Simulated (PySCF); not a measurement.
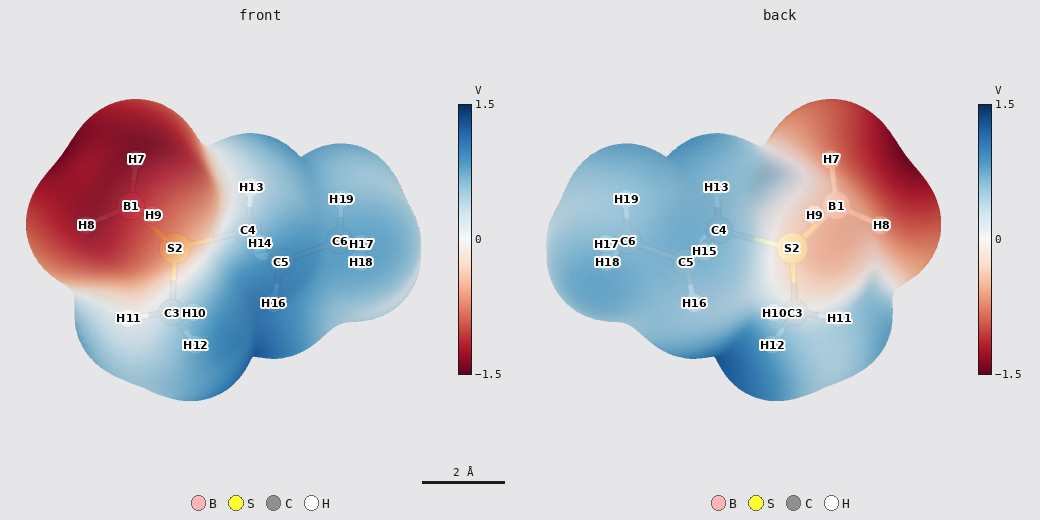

C$_{4}$H$_{13}$BS. The electrostatic potential painted on the density surface at 0.001 e/bohr³, seen from the front and from behind; the colour scale runs from red (negative) to blue (positive).

Geometry: GFN2-xTB, MD frame at 250 fs, 300 K.

Computed with PySCF, PBE0/pcSseg-1, SCF density, gas phase, non-relativistic.

```xyz
19

B    -2.9733   -0.7557    0.5816
S    -1.4370    0.0466   -0.2719
C    -1.4953   -0.8564   -1.8324
C     0.1369   -0.6140    0.4677
C     1.3420    0.1602   -0.1608
C     2.6333   -0.1343    0.5930
H    -2.9357   -0.3906    1.7241
H    -3.9258   -0.4607   -0.0678
H    -2.7167   -1.9173    0.4718
H    -1.2842   -1.9842   -1.7322
H    -2.5055   -0.6205   -2.1488
H    -0.6704   -0.5260   -2.5148
H     0.0363   -0.5739    1.5263
H     0.1712   -1.6799    0.2168
H     1.1585    1.2461    0.0040
H     1.2583   -0.0436   -1.1938
H     2.8703   -1.2214    0.6147
H     3.4373    0.4835    0.1532
H     2.5844    0.1671    1.6085
```

> Describe the electrostatic potential map.

The most negative region (about −1.4 V) lies over H9, the most positive (about +1.2 V) over H12 and H16.
